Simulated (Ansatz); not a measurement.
# triplet BHF2: levels of theory compared

We compute a comparison of 4 runs (U-wB97M-V/STO-3G, UCAM-B3LYP/STO-3G, RPA@PBE/STO-3G, UMP2/STO-3G) of triplet BHF2. 

The results are computed with Ansatz 0.2.0.

54 further runs of the same task are left out: 1 that didn't finish, 53 set aside as unsound or not needed.

## 1. The structure to begin with

BHF2 has 4 atoms, charge 0, and is taken as a triplet. As SMILES of the parent species, `FBF`. The shape is that of a PBE0-D4/def2-TZVP optimisation. That shape belongs to the parent species and isn't relaxed for this state.

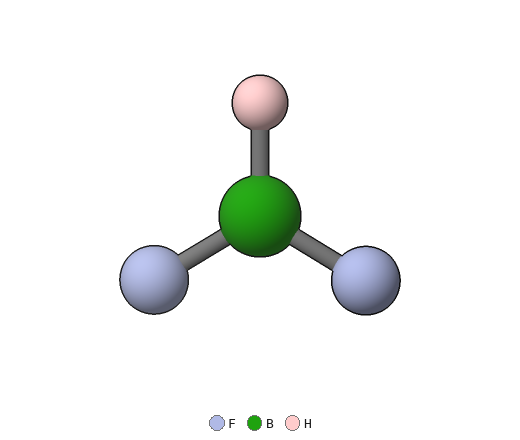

The structure, seen from a chosen angle (fluorine light blue, boron green, hydrogen pink).

## 2. The energy at U-wB97M-V/STO-3G (run 1)

Input file input.yaml:

```yaml
crystal:
  periodic: [false, false, false]
  atoms:
    - {symbol: F, position_ang: [1.154300, 0.456900, -0.361900]}
    - {symbol: B, position_ang: [-0.001900, -0.031000, 0.025200]}
    - {symbol: F, position_ang: [-1.095400, 0.528700, -0.438900]}
    - {symbol: H, position_ang: [-0.057000, -0.954600, 0.775600]}
basis:
  gaussian: {orbitals: STO-3G}
total_charge: 0
magnetization: {spin_polarized: true, initial_magnetization: 2}
hamiltonian: {xc: {name: wB97M-V}}
accuracy: high
```

Launch:

```bash
$ ansatz run input.yaml --threads 1 --pin off --max-ram 2610MiB --events-out events.jsonl --progress --plain --runs-dir runs
```

Output:

```text
Warning: RAYON_NUM_THREADS=1 ignored (pool sized by the plan → 1); use --threads N
Functional definition: wB97M-V
  name "wB97M-V"
  parameter omega = 0.3/bohr
  parameter cx = 0.15
  parameter cx01 = 1.007
  parameter cx10 = 0.259
  parameter css00 = 0.443
  parameter css04 = -1.437
  parameter css10 = -4.535
  parameter css20 = -3.390
  parameter css43 = 4.278
  parameter cos00 = 1.000
  parameter cos10 = 1.358
  parameter cos20 = 2.924
  parameter cos21 = -8.812
  parameter cos60 = -1.390
  parameter cos61 = 9.142
  parameter b = 6.0
  parameter c = 0.01
  gx(w, u) = 1 - cx + cx01*u + cx10*w
  gss(w, u) = css00 + css04*u^4 + css10*w + css20*w^2 + css43*w^4*u^3
  gos(w, u) = cos00 + cos10*w + (cos20 + cos21*u)*w^2 + (cos60 + cos61*u)*w^6
  exchange = spin_sum(e_x_unif_sr(omega)*gx(b97_w, b97_u_x)) + cx*exact_x_sr(omega) + exact_x_lr(omega)
  correlation = spin_sum(e_c_pw_mod_same_spin*gss(b97_w, b97_u_same))
      + integral(e_c_pw_mod_opposite_spin*gos(b97_w_opposite, b97_u_opposite)) + vv10(b, c)
272 factors; integrals over basis functions are off by at most 4.3e-8 eV
126 factors; integrals over basis functions are off by at most 1.3e-9 eV
mean field evaluation 1: about -6033.5223 eV, gradient 7.4e0 eV
mean field evaluation 2: about -6033.9375 eV, gradient 1.6e0 eV
mean field evaluation 4: about -6033.9654 eV, gradient 2.0e-1 eV
mean field evaluation 8: about -6033.9551 eV, gradient 7.4e-3 eV
mean field evaluation 16: about -6033.9550 eV, gradient 3.6e-5 eV
mean field evaluation 32: about -6033.5927 eV, gradient 3.4e0 eV
mean field -6033.95504932 eV, -221.7437581010 hartree, gradient 5.7e-8 eV, S^2 2.002718; 4 other end points of the search recorded, 0 dependent functions left out
reference -6033.95505101 eV, -221.7437581630 hartree; 13, 11 occupied and 3, 5 virtual orbitals, 272 factors
Total energy: -6033.95505101 eV, -221.7437581630 hartree
```

It took 13 s on 1 thread of Intel Xeon Platinum 8488C (Sapphire Rapids), shared host; peak memory 0.42 GiB.

## 3. The energy at UCAM-B3LYP/STO-3G (run 2)

Input file run.yaml:

```yaml
crystal:
  periodic: [false, false, false]
  atoms:
    - {symbol: F, position_ang: [1.154300, 0.456900, -0.361900]}
    - {symbol: B, position_ang: [-0.001900, -0.031000, 0.025200]}
    - {symbol: F, position_ang: [-1.095400, 0.528700, -0.438900]}
    - {symbol: H, position_ang: [-0.057000, -0.954600, 0.775600]}
basis:
  gaussian:
    orbitals: STO-3G
magnetization:
  spin_polarized: true
  initial_magnetization: 2
hamiltonian:
  xc: {name: CAM-B3LYP}
accuracy: high
```

Launch:

```bash
$ ansatz run run.yaml --threads 1 --pin off --max-ram 2610MiB --events-out events.jsonl --progress --plain --runs-dir runs
```

Output:

```text
Warning: RAYON_NUM_THREADS=1 ignored (pool sized by the plan → 1); use --threads N
Functional definition: CAM-B3LYP
  name "CAM-B3LYP"
  parameter alpha = 0.19
  parameter beta = 0.46
  parameter omega = 0.33/bohr
  parameter ac = 0.81
  exchange = (1 - alpha - beta)*b88_x + beta*b88_x_sr(omega) + alpha*exact_x + beta*exact_x_lr(omega)
  correlation = (1 - ac)*vwn5_c + ac*lyp_c
272 factors; integrals over basis functions are off by at most 4.3e-8 eV
136 factors; integrals over basis functions are off by at most 1.4e-9 eV
mean field evaluation 1: about -6031.2942 eV, gradient 6.1e0 eV
mean field evaluation 2: about -6031.5711 eV, gradient 1.2e0 eV
mean field evaluation 4: about -6031.5861 eV, gradient 2.1e-1 eV
mean field evaluation 8: about -6031.5772 eV, gradient 6.4e-3 eV
mean field evaluation 16: about -6031.5772 eV, gradient 1.2e-5 eV
mean field evaluation 32: about -6031.4792 eV, gradient 1.1e0 eV
mean field -6031.57723692 eV, -221.6563751068 hartree, gradient 3.1e-8 eV, S^2 2.003580; 4 other end points of the search recorded, 0 dependent functions left out
reference -6031.57724631 eV, -221.6563754521 hartree; 13, 11 occupied and 3, 5 virtual orbitals, 272 factors
Total energy: -6031.57724631 eV, -221.6563754521 hartree
```

Wall time 1.5 s (1 thread of Intel Xeon Platinum 8488C (Sapphire Rapids), shared host); peak memory 0.13 GiB.

## 4. A single-point energy at RPA@PBE/STO-3G (run 3)

Input file in.yaml:

```yaml
crystal:
  periodic: [false, false, false]
  atoms:
    - {symbol: F, position_ang: [1.154300, 0.456900, -0.361900]}
    - {symbol: B, position_ang: [-0.001900, -0.031000, 0.025200]}
    - {symbol: F, position_ang: [-1.095400, 0.528700, -0.438900]}
    - {symbol: H, position_ang: [-0.057000, -0.954600, 0.775600]}
basis:
  gaussian:
    orbitals: STO-3G
magnetization:
  spin_polarized: true
  initial_magnetization: 2
hamiltonian:
  xc: pbe
correlation:
  method: rpa
  frozen_orbitals: {B: 1, F: 1, H: 0}
accuracy: high
```

Launch:

```bash
$ ansatz run in.yaml --threads 1 --pin off --max-ram 2610MiB --events-out events.jsonl --progress --plain --runs-dir runs
```

Output:

```text
Warning: RAYON_NUM_THREADS=1 ignored (pool sized by the plan → 1); use --threads N
Functional definition: PBE
  name "PBE"
  parameter kappa = 0.804
  parameter beta = 0.06672455060314922
  exchange = pbe_x(kappa = kappa, mu = beta*pi^2/3)
  correlation = pbe_c(beta = beta)
272 factors; integrals over basis functions are off by at most 4.3e-8 eV
mean field evaluation 1: about -6026.0736 eV, gradient 1.4e1 eV
mean field evaluation 2: about -6026.0337 eV, gradient 1.4e1 eV
mean field evaluation 4: about -6028.0100 eV, gradient 3.0e0 eV
mean field evaluation 8: about -6028.1174 eV, gradient 1.1e-2 eV
mean field evaluation 16: about -6028.1169 eV, gradient 4.1e-7 eV
mean field evaluation 32: about -6027.3144 eV, gradient 2.6e0 eV
mean field -6028.11693367 eV, -221.5292113080 hartree, gradient 4.7e-8 eV, S^2 2.000795; 6 other end points of the search recorded, 0 dependent functions left out
3 core orbitals not correlated: weight in the atoms' cores, before any rotation towards them, 1.000 or more for the frozen orbitals, at most 0.000 for the correlated occupied ones
reference -6008.20091578 eV, -220.7973111500 hartree; 10, 8 occupied and 3, 5 virtual orbitals, 272 factors
Total energy: -6014.39251542 eV, -221.0248482401 hartree
```

Wall time 1.6 s (1 thread of Intel Xeon Platinum 8488C (Sapphire Rapids), shared host); peak memory 0.14 GiB.

## 5. The energy at UMP2/STO-3G (run 4)

Input file job.yaml:

```yaml
crystal:
  periodic: [false, false, false]
  atoms:
    - {symbol: F, position_ang: [1.154300, 0.456900, -0.361900]}
    - {symbol: B, position_ang: [-0.001900, -0.031000, 0.025200]}
    - {symbol: F, position_ang: [-1.095400, 0.528700, -0.438900]}
    - {symbol: H, position_ang: [-0.057000, -0.954600, 0.775600]}
basis:
  gaussian:
    orbitals: STO-3G
magnetization:
  spin_polarized: true
  initial_magnetization: 2
correlation:
  method: mp2
  frozen_orbitals: {B: 1, F: 1, H: 0}
accuracy: high
```

Launch:

```bash
$ ansatz run job.yaml --threads 1 --pin off --max-ram 2610MiB --events-out events.jsonl --progress --plain --runs-dir runs
```

Output:

```text
Warning: RAYON_NUM_THREADS=1 ignored (pool sized by the plan → 1); use --threads N
Functional definition: HF
  name "HF"
  exchange = exact_x
  correlation = 0
272 factors; integrals over basis functions are off by at most 4.3e-8 eV
mean field evaluation 1: about -6007.7666 eV, gradient 1.1e1 eV
mean field evaluation 2: about -6007.8668 eV, gradient 1.1e1 eV
mean field evaluation 4: about -6008.8021 eV, gradient 9.9e-1 eV
mean field evaluation 8: about -6008.8151 eV, gradient 2.7e-2 eV
mean field evaluation 16: about -6009.1552 eV, gradient 2.0e0 eV
mean field evaluation 32: about -6008.3727 eV, gradient 4.5e0 eV
mean field evaluation 64: about -6008.8662 eV, gradient 7.9e-1 eV
mean field -6009.22339746 eV, -220.8348866586 hartree, gradient 2.8e-8 eV, S^2 2.003797; 9 other end points of the search recorded, 0 dependent functions left out
3 core orbitals not correlated: weight in the atoms' cores, before any rotation towards them, 1.000 or more for the frozen orbitals, at most 0.000 for the correlated occupied ones
reference -6009.22339746 eV, -220.8348866586 hartree; 10, 8 occupied and 3, 5 virtual orbitals, 272 factors
second order -1.45420589 eV of doubles, -0.00000000 eV of singles
Total energy: -6010.67760334 eV, -220.8883277393 hartree
```

Wall time 0.24 s (1 thread of Intel Xeon Platinum 8488C (Sapphire Rapids), shared host).

## 6. Overview of the runs

```csv
run,level,frozen core orbitals,energy (Eh),⟨S²⟩,wall time
1,U-wB97M-V/STO-3G,–,-221.743758,2.003,13 s
2,UCAM-B3LYP/STO-3G,–,-221.656375,2.004,1.5 s
3,RPA@PBE/STO-3G,3,-221.024848,2.001,1.6 s
4,UMP2/STO-3G,3,-220.888328,2.004,0.24 s
```

## 7. Results

```
                                          quantity          value
                               run 4: total energy  -220.88833 Eh
run 4: correlation energy (3 core orbitals frozen)      -53.4 mEh
          run 4: ⟨S²⟩ of the reference determinant          2.004
```

In words: Totals of different functionals can't be ranked against each other. In runs 1, 2, 3, 4 the basis is minimal, so the values are rough. All runs together took 16 s, the longest 13 s.
